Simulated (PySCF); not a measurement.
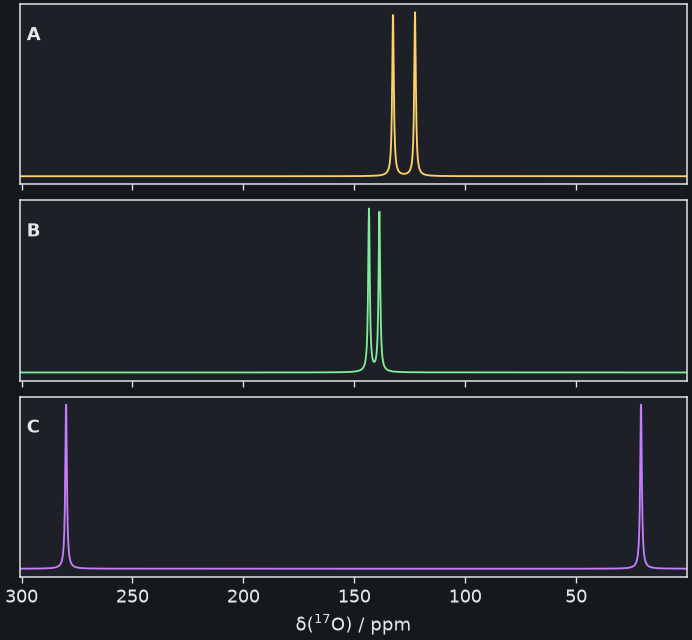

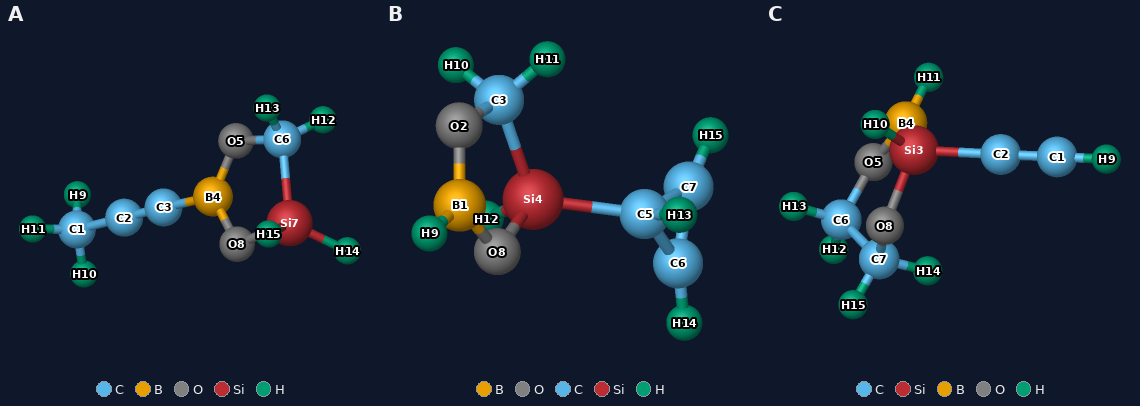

Related molecules: A is C₄H₇BO₂Si, SMILES CC#CB1OC[SiH2]O1; B is C₄H₇BO₂Si, SMILES B1OC[Si@@H](C2C=C2)O1; C is C₄H₇BO₂Si, SMILES C#C[Si@H]1BOCCO1. GIAO ¹⁷O shifts against H₂O (¹⁷O: a single water molecule, while the usual scale starts at liquid water and gives values some tens of ppm lower), PBE0/pcSseg-1, PySCF 2.14.0, at a GFN2-xTB geometry (no frequency check); fully decoupled, line heights follow the number of nuclei within a panel, widths are arbitrary (no quadrupolar broadening); values of one conformer, averaged over methyl-type rotors and exact or near symmetry; other conformers aren't averaged in.

**Assign the ¹⁷O signals of each molecule.**

A: 132.5 (O5); 122.6 (O8)
B: 143.4 (O8); 138.7 (O2)
C: 279.9 (O5); 20.7 (O8)

Caveats, for all or some of the runs: the tight-binding geometry is rougher than a DFT one and adds to the error.
